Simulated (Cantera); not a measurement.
Charge: 1 mol CH₃F, 0.097 mol F₂, at 13.3 mbar.

Equilibrium computed with Cantera from the NASA thermochemical tables; the gas is ideal and each condensed phase is pure. Candidate condensed phases: C, C₆H₆, C₇H₈, C₈H₁₈; 95 gas species. Rates play no part.

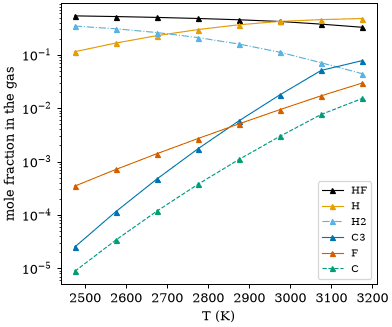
Figure: Equilibrium gas composition (values under 1e-9 drawn at 1e-9)

Q: Read off the mole fractions at 2775 K.

A: HF about 0.48, H about 0.30, H₂ about 0.21, F about 0.0027, C₃ about 0.0017, C about 0.00038.
